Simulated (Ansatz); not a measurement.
# The cluster Ga₃H₅: the relaxed shape and its frontier levels

What does the cluster Ga₃H₅ look like as a singlet, and where do its frontier electrons sit?

Computed with Ansatz 0.2.0, Gaussian basis. Level: RKS PBE0-D4/def2-TZVP.

Levels to be run: a search for the lowest solution at PBE0-D4/def2-SVP; a single point at PBE0-D4/def2-TZVP; harmonic vibrations at r2SCAN-D4/def2-SVP.

## (1) The relaxed structure

The geometry is that of the singlet, from an earlier relaxation (r2SCAN-D4/def2-SVP). At that level it is the lowest of the isomers that a small search found.

8 atoms, charge 0, spin multiplicity 1.

Atoms are counted from 1 here; the program's logs count them from 0.

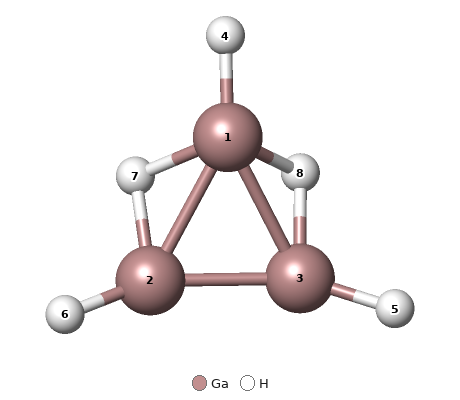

The structure; gallium pink, hydrogen white; atoms are numbered from 1 in the order of the file.

Bonds by kind at the end (by distance):

| bond | count | shortest (Å) | longest (Å) |
| --- | --- | --- | --- |
| Ga–Ga | 3 | 2.330 | 2.550 |
| Ga–H | 7 | 1.549 | 1.826 |

## (2) Searching for the lowest solution, PBE0-D4/def2-SVP

start.molden holds the orbitals of an earlier run on this state, given as this run's starting guess.

File in.yaml:

```yaml
crystal:
  periodic: [false, false, false]
  atoms:
    - {symbol: Ga, position_ang: [-1.024113, -0.634424, 0.357157]}
    - {symbol: Ga, position_ang: [0.100771, 1.249677, -0.912877]}
    - {symbol: Ga, position_ang: [1.462127, -0.499153, -0.192547]}
    - {symbol: H, position_ang: [-2.154663, -1.102221, 1.336034]}
    - {symbol: H, position_ang: [2.483867, -1.650729, -0.368555]}
    - {symbol: H, position_ang: [-0.499157, 2.220399, -1.959952]}
    - {symbol: H, position_ang: [-0.921017, 1.183979, 0.483632]}
    - {symbol: H, position_ang: [0.552174, -0.767539, 1.257118]}
basis:
  gaussian: {orbitals: def2-SVP, initial_orbitals: start.molden}
hamiltonian: {xc: pbe0, dispersion: d4}
output: {orbitals: {seedname: orbitals}}
```

The run is started by

```bash
> ansatz run in.yaml --threads 4 --pin off --events-out ev --progress --plain --max-ram 3916MiB
```

What it wrote:

```text
Functional definition: PBE0
  name "PBE0"
  cite "Adamo & Barone, J. Chem. Phys. 110, 6158 (1999) doi:10.1063/1.478522"
  cite "Perdew, Burke & Ernzerhof, Phys. Rev. Lett. 77, 3865 (1996) doi:10.1103/PhysRevLett.77.3865"
  parent pbe
  parameter a = 0.25
  parameter kappa = 0.804
  parameter beta = 0.06672455060314922
  exchange = (1 - a)*pbe_x(kappa = kappa, mu = beta*pi^2/3) + a*exact_x
  correlation = pbe_c(beta = beta)
1218 factors; integrals over basis functions are off by at most 1.3e-3 eV
mean field evaluation 1: about -157173.7477 eV, gradient 5.0e0 eV
mean field evaluation 2: about -157173.8115 eV, gradient 8.1e-2 eV
mean field evaluation 4: about -157173.8239 eV, gradient 5.7e-5 eV
mean field evaluation 8: about -157172.6195 eV, gradient 3.0e1 eV
mean field evaluation 16: about -157173.8239 eV, gradient 1.4e-2 eV
mean field -157173.82392081 eV, -5776.0314928454 hartree, gradient 1.1e-5 eV, S^2 0.000000; 1 other end points of the search recorded, 0 dependent functions left out
reference -157173.82395335 eV, -5776.0314940413 hartree; 49, 49 occupied and 72, 72 virtual orbitals, 1218 factors
Total energy: -157174.00854843 eV, -5776.0382777855 hartree
```

Run time: 2.4 s. Hardware: 4 threads of Arm Neoverse V2, shared host.

HOMO -6.12 eV, LUMO -1.60 eV.

## (3) Single point, PBE0-D4/def2-TZVP

in.yaml: that of step 2 with these lines changed.

```diff
@@ -12,4 +12,5 @@
 basis:
-  gaussian: {orbitals: def2-SVP, initial_orbitals: start.molden}
+  gaussian: {orbitals: def2-TZVP, initial_orbitals: start.molden}
 hamiltonian: {xc: pbe0, dispersion: d4}
+scf: {omitted_lower_state_checks: [starts]}
 output: {orbitals: {seedname: orbitals}}
```

The command is unchanged.

What it wrote:

```text
Functional definition: PBE0
  name "PBE0"
  cite "Adamo & Barone, J. Chem. Phys. 110, 6158 (1999) doi:10.1063/1.478522"
  cite "Perdew, Burke & Ernzerhof, Phys. Rev. Lett. 77, 3865 (1996) doi:10.1103/PhysRevLett.77.3865"
  parent pbe
  parameter a = 0.25
  parameter kappa = 0.804
  parameter beta = 0.06672455060314922
  exchange = (1 - a)*pbe_x(kappa = kappa, mu = beta*pi^2/3) + a*exact_x
  correlation = pbe_c(beta = beta)
these checks for a lower state are left out or cut short: starts
1459 factors; their error is unknown
mean field evaluation 1: about -157192.3018 eV, gradient 1.7e2 eV
mean field evaluation 2: about -157193.4739 eV, gradient 2.1e0 eV
mean field evaluation 4: about -157194.0415 eV, gradient 1.9e-1 eV
mean field -157194.04150537 eV, -5776.7744753740 hartree, gradient 4.0e-5 eV, S^2 0.000000; 0 other end points of the search recorded, 0 dependent functions left out
reference -157194.04153952 eV, -5776.7744766291 hartree; 49, 49 occupied and 125, 125 virtual orbitals, 1459 factors
Total energy: -157194.22613460 eV, -5776.7812603733 hartree
Checks for a lower state left out: starts
```

Wall time 2.8 s (4 threads of Arm Neoverse V2, shared host); peak memory 0.62 GiB.

HOMO -6.12 eV, LUMO -1.62 eV.

Mulliken charges, from this run's orbitals:

| atom | value (e) |
| --- | --- |
| Ga1 | 0.08 |
| Ga2 | 0.08 |
| Ga3 | 0.08 |
| H4 | -0.05 |
| H5 | -0.04 |
| H6 | -0.04 |
| H7 | -0.05 |
| H8 | -0.05 |

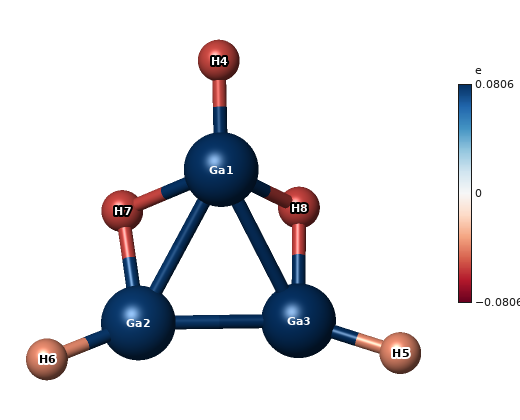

Mulliken charges, from this run's orbitals, as colours on the atoms.

Largest Mayer bond orders: Ga2–Ga3 1.05; Ga2–H6 0.94; Ga3–H5 0.94; Ga1–H4 0.90; Ga1–Ga2 0.65; Ga1–Ga3 0.64; Ga2–H7 0.50; Ga3–H8 0.50; Ga1–H8 0.41; Ga1–H7 0.40.

## (4) Harmonic vibrations

in.yaml: that of step 3 with these lines changed.

```diff
@@ -12,5 +12,5 @@
 basis:
-  gaussian: {orbitals: def2-TZVP, initial_orbitals: start.molden}
-hamiltonian: {xc: pbe0, dispersion: d4}
+  gaussian: {orbitals: def2-SVP}
+hamiltonian: {xc: r2scan, dispersion: d4}
 scf: {omitted_lower_state_checks: [starts]}
-output: {orbitals: {seedname: orbitals}}
+phonons: {temperatures: {t_min: 298.15, t_max: 900, t_step: 200}}
```

Same command.

What it wrote:

```text
Functional definition: r2SCAN
  name "r2SCAN"
  cite "Furness, Kaplan, Ning, Perdew & Sun, J. Phys. Chem. Lett. 11, 8208 (2020) doi:10.1021/acs.jpclett.0c02405"
  cite "Furness, Kaplan, Ning, Perdew & Sun, J. Phys. Chem. Lett. 11, 9248 (2020) doi:10.1021/acs.jpclett.0c03077"
  parent r2scan
  parameter k0 = 0.174
  parameter k1 = 0.065
  parameter a1 = 4.9479
  exchange = r2scan_x(k0 = k0, k1 = k1, a1 = a1)
  correlation = r2scan_c
these checks for a lower state are left out or cut short: starts
1355 factors; their error is unknown
mean field evaluation 1: about -157192.2020 eV, gradient 3.9e1 eV
mean field evaluation 2: about -157191.6756 eV, gradient 4.8e1 eV
mean field evaluation 4: about -157194.1253 eV, gradient 1.3e0 eV
mean field evaluation 8: about -157194.1243 eV, gradient 2.3e-2 eV
mean field evaluation 16: about -157194.0620 eV, gradient 5.6e-5 eV
mean field -157194.06201111 eV, -5776.7752289462 hartree, gradient 5.6e-5 eV, S^2 0.000000; 0 other end points of the search recorded, 0 dependent functions left out
[... 4 lines left out ...]
mean field -157194.06198480 eV, -5776.7752279794 hartree, gradient 2.3e-6 eV, S^2 0.000000; 0 other end points of the search recorded, 0 dependent functions left out
[... 4 lines left out ...]
mean field -157194.06194063 eV, -5776.7752263562 hartree, gradient 2.6e-6 eV, S^2 0.000000; 0 other end points of the search recorded, 0 dependent functions left out
[... 5 lines left out ...]
mean field -157194.06199910 eV, -5776.7752285047 hartree, gradient 2.6e-6 eV, S^2 0.000000; 0 other end points of the search recorded, 0 dependent functions left out
[... 4 lines left out ...]
mean field -157194.06197546 eV, -5776.7752276360 hartree, gradient 2.4e-6 eV, S^2 0.000000; 0 other end points of the search recorded, 0 dependent functions left out
[... 4 lines left out ...]
mean field -157194.06197254 eV, -5776.7752275288 hartree, gradient 2.4e-6 eV, S^2 0.000000; 0 other end points of the search recorded, 0 dependent functions left out
[... 4 lines left out ...]
mean field -157194.06198926 eV, -5776.7752281431 hartree, gradient 2.2e-6 eV, S^2 0.000000; 0 other end points of the search recorded, 0 dependent functions left out
[... 4 lines left out ...]
mean field -157194.06197082 eV, -5776.7752274654 hartree, gradient 3.0e-6 eV, S^2 0.000000; 0 other end points of the search recorded, 0 dependent functions left out
[... 5 lines left out ...]
mean field -157194.06199168 eV, -5776.7752282322 hartree, gradient 2.9e-6 eV, S^2 0.000000; 0 other end points of the search recorded, 0 dependent functions left out
[... 4 lines left out ...]
mean field -157194.06198515 eV, -5776.7752279922 hartree, gradient 2.1e-6 eV, S^2 0.000000; 0 other end points of the search recorded, 0 dependent functions left out
[... 4 lines left out ...]
mean field -157194.06194397 eV, -5776.7752264788 hartree, gradient 2.3e-6 eV, S^2 0.000000; 0 other end points of the search recorded, 0 dependent functions left out
[... 4 lines left out ...]
mean field -157194.06194856 eV, -5776.7752266476 hartree, gradient 2.4e-6 eV, S^2 0.000000; 0 other end points of the search recorded, 0 dependent functions left out
[... 4 lines left out ...]
mean field -157194.06198745 eV, -5776.7752280767 hartree, gradient 2.3e-6 eV, S^2 0.000000; 0 other end points of the search recorded, 0 dependent functions left out
[... 4 lines left out ...]
mean field -157194.06196513 eV, -5776.7752272565 hartree, gradient 2.5e-6 eV, S^2 0.000000; 0 other end points of the search recorded, 0 dependent functions left out
[... 5 lines left out ...]
mean field -157194.06195720 eV, -5776.7752269649 hartree, gradient 2.4e-6 eV, S^2 0.000000; 0 other end points of the search recorded, 0 dependent functions left out
[... 4 lines left out ...]
mean field -157194.06193538 eV, -5776.7752261632 hartree, gradient 2.3e-6 eV, S^2 0.000000; 0 other end points of the search recorded, 0 dependent functions left out
[... 4 lines left out ...]
mean field -157194.06198900 eV, -5776.7752281336 hartree, gradient 2.1e-6 eV, S^2 0.000000; 0 other end points of the search recorded, 0 dependent functions left out
[... 4 lines left out ...]
mean field -157194.06200026 eV, -5776.7752285476 hartree, gradient 1.8e-6 eV, S^2 0.000000; 0 other end points of the search recorded, 0 dependent functions left out
[... 4 lines left out ...]
mean field -157194.06198205 eV, -5776.7752278784 hartree, gradient 1.8e-6 eV, S^2 0.000000; 0 other end points of the search recorded, 0 dependent functions left out
[... 5 lines left out ...]
mean field -157194.06195776 eV, -5776.7752269855 hartree, gradient 1.2e-6 eV, S^2 0.000000; 0 other end points of the search recorded, 0 dependent functions left out
[... 4 lines left out ...]
mean field -157194.06201708 eV, -5776.7752291657 hartree, gradient 1.2e-6 eV, S^2 0.000000; 0 other end points of the search recorded, 0 dependent functions left out
[... 4 lines left out ...]
mean field -157194.06198392 eV, -5776.7752279470 hartree, gradient 2.3e-6 eV, S^2 0.000000; 0 other end points of the search recorded, 0 dependent functions left out
[... 4 lines left out ...]
mean field -157194.06202574 eV, -5776.7752294838 hartree, gradient 2.5e-6 eV, S^2 0.000000; 0 other end points of the search recorded, 0 dependent functions left out
[... 4 lines left out ...]
mean field -157194.06202435 eV, -5776.7752294327 hartree, gradient 1.6e-6 eV, S^2 0.000000; 0 other end points of the search recorded, 0 dependent functions left out
[... 5 lines left out ...]
mean field -157194.06196283 eV, -5776.7752271719 hartree, gradient 1.5e-6 eV, S^2 0.000000; 0 other end points of the search recorded, 0 dependent functions left out
[... 4 lines left out ...]
mean field -157194.06198550 eV, -5776.7752280051 hartree, gradient 2.6e-6 eV, S^2 0.000000; 0 other end points of the search recorded, 0 dependent functions left out
[... 4 lines left out ...]
mean field -157194.06199325 eV, -5776.7752282900 hartree, gradient 2.4e-6 eV, S^2 0.000000; 0 other end points of the search recorded, 0 dependent functions left out
[... 4 lines left out ...]
mean field -157194.06200548 eV, -5776.7752287394 hartree, gradient 9.5e-7 eV, S^2 0.000000; 0 other end points of the search recorded, 0 dependent functions left out
[... 4 lines left out ...]
mean field -157194.06196434 eV, -5776.7752272274 hartree, gradient 1.1e-6 eV, S^2 0.000000; 0 other end points of the search recorded, 0 dependent functions left out
[... 4 lines left out ...]
mean field -157194.06198406 eV, -5776.7752279520 hartree, gradient 1.7e-6 eV, S^2 0.000000; 0 other end points of the search recorded, 0 dependent functions left out
[... 5 lines left out ...]
mean field -157194.06203132 eV, -5776.7752296888 hartree, gradient 1.8e-6 eV, S^2 0.000000; 0 other end points of the search recorded, 0 dependent functions left out
[... 4 lines left out ...]
mean field -157194.06202869 eV, -5776.7752295922 hartree, gradient 2.3e-6 eV, S^2 0.000000; 0 other end points of the search recorded, 0 dependent functions left out
[... 4 lines left out ...]
mean field -157194.06197525 eV, -5776.7752276282 hartree, gradient 2.2e-6 eV, S^2 0.000000; 0 other end points of the search recorded, 0 dependent functions left out
[... 4 lines left out ...]
mean field -157194.06198510 eV, -5776.7752279903 hartree, gradient 2.3e-6 eV, S^2 0.000000; 0 other end points of the search recorded, 0 dependent functions left out
[... 4 lines left out ...]
mean field -157194.06199777 eV, -5776.7752284558 hartree, gradient 2.5e-6 eV, S^2 0.000000; 0 other end points of the search recorded, 0 dependent functions left out
[... 5 lines left out ...]
mean field -157194.06200580 eV, -5776.7752287509 hartree, gradient 2.5e-6 eV, S^2 0.000000; 0 other end points of the search recorded, 0 dependent functions left out
[... 4 lines left out ...]
mean field -157194.06197107 eV, -5776.7752274746 hartree, gradient 2.4e-6 eV, S^2 0.000000; 0 other end points of the search recorded, 0 dependent functions left out
[... 4 lines left out ...]
mean field -157194.06200079 eV, -5776.7752285670 hartree, gradient 2.5e-6 eV, S^2 0.000000; 0 other end points of the search recorded, 0 dependent functions left out
[... 4 lines left out ...]
mean field -157194.06200182 eV, -5776.7752286048 hartree, gradient 9.0e-7 eV, S^2 0.000000; 0 other end points of the search recorded, 0 dependent functions left out
[... 4 lines left out ...]
mean field -157194.06198054 eV, -5776.7752278229 hartree, gradient 1.4e-6 eV, S^2 0.000000; 0 other end points of the search recorded, 0 dependent functions left out
[... 5 lines left out ...]
mean field -157194.06201370 eV, -5776.7752290414 hartree, gradient 1.3e-6 eV, S^2 0.000000; 0 other end points of the search recorded, 0 dependent functions left out
[... 4 lines left out ...]
mean field -157194.06197344 eV, -5776.7752275620 hartree, gradient 1.9e-6 eV, S^2 0.000000; 0 other end points of the search recorded, 0 dependent functions left out
[... 4 lines left out ...]
mean field -157194.06201739 eV, -5776.7752291771 hartree, gradient 2.2e-6 eV, S^2 0.000000; 0 other end points of the search recorded, 0 dependent functions left out
[... 4 lines left out ...]
mean field -157194.06198888 eV, -5776.7752281293 hartree, gradient 1.5e-6 eV, S^2 0.000000; 0 other end points of the search recorded, 0 dependent functions left out
[... 4 lines left out ...]
mean field -157194.06200545 eV, -5776.7752287382 hartree, gradient 1.6e-6 eV, S^2 0.000000; 0 other end points of the search recorded, 0 dependent functions left out
[... 4 lines left out ...]
mean field -157194.06202407 eV, -5776.7752294225 hartree, gradient 1.1e-6 eV, S^2 0.000000; 0 other end points of the search recorded, 0 dependent functions left out
[... 5 lines left out ...]
mean field -157194.06198878 eV, -5776.7752281256 hartree, gradient 2.0e-6 eV, S^2 0.000000; 0 other end points of the search recorded, 0 dependent functions left out
[... 4 lines left out ...]
mean field -157194.06200614 eV, -5776.7752287635 hartree, gradient 1.2e-6 eV, S^2 0.000000; 0 other end points of the search recorded, 0 dependent functions left out
[... 4 lines left out ...]
mean field -157194.06197380 eV, -5776.7752275749 hartree, gradient 7.1e-7 eV, S^2 0.000000; 0 other end points of the search recorded, 0 dependent functions left out
[... 2 lines left out ...]
Total energy: -157194.10722975 eV, -5776.7768907007 hartree
Atom 0 at    -1.024113    -0.634424     0.357157 Å, force     0.008614     0.004215    -0.004221 eV/Å
Atom 1 at     0.100771     1.249677    -0.912877 Å, force    -0.003836     0.007381    -0.007593 eV/Å
Atom 2 at     1.462127    -0.499153    -0.192547 Å, force     0.000878    -0.010240     0.003298 eV/Å
Atom 3 at    -2.154663    -1.102221     1.336034 Å, force    -0.010785    -0.007819     0.011648 eV/Å
Atom 4 at     2.483867    -1.650729    -0.368555 Å, force    -0.002665     0.008960    -0.009365 eV/Å
Atom 5 at    -0.499157     2.220399    -1.959952 Å, force     0.010915    -0.003559     0.007760 eV/Å
Atom 6 at    -0.921017     1.183979     0.483632 Å, force    -0.000126    -0.006146    -0.008459 eV/Å
Atom 7 at     0.552174    -0.767539     1.257118 Å, force    -0.002995     0.007208     0.006932 eV/Å
Dipole moment:     0.046249     0.016071    -0.035717 e Å
Vibrations: 94.45 213.02 289.69 310.69 370.23 378.90 433.78 512.90 522.91 527.24 657.92 1101.29 1133.57 1400.52 1423.93 1931.97 2009.64 2014.51 cm⁻¹, zero-point energy 0.950163 eV
Checks for a lower state left out: starts
```

Run time: 77 s. Hardware: 4 threads of Arm Neoverse V2, shared host.

Motions are named by where the mode's potential energy lies. The modes, unscaled (a negative number is an imaginary wavenumber):

```
mode  cm⁻¹                   motion
   1    94  bend with Ga–Ga stretch
   2   213  Ga–Ga stretch with bend
   3   290  Ga–Ga stretch with bend
   4   311                     bend
   5   370                     bend
   6   379                     bend
   7   434                     bend
   8   513                     bend
   9   523                     bend
  10   527                     bend
  11   658                     bend
  12  1101   Ga–H stretch with bend
  13  1134   Ga–H stretch with bend
  14  1401   Ga–H stretch with bend
  15  1424   Ga–H stretch with bend
  16  1932             Ga–H stretch
  17  2010             Ga–H stretch
  18  2015             Ga–H stretch
```

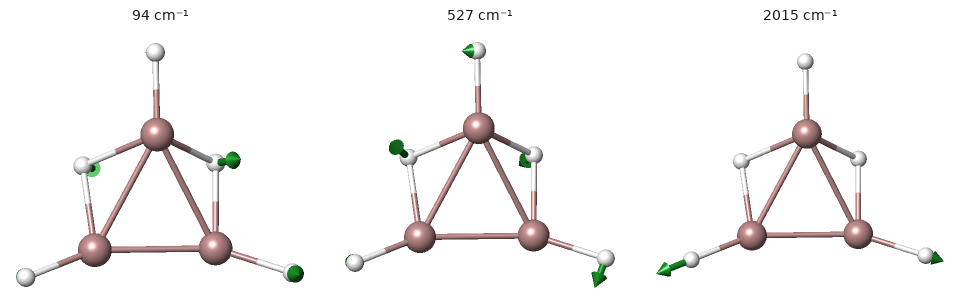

Displacements of 3 modes, as arrows.

## (5) Outcome

```
                       quantity                            value
                    point group                               Cs
 commonest bond, hydrogen aside  Ga–Ga, 3 of mean length 2.472 Å
HOMO, LUMO at PBE0-D4/def2-TZVP                  -6.12, -1.62 eV
     lowest, highest wavenumber                    94, 2015 cm⁻¹
```

In words: All wavenumbers are real: a minimum at this level. Whether this spin is the lowest isn't tested here. The point group is read from a loosely relaxed geometry; soft torsions can leave it below the true symmetry.
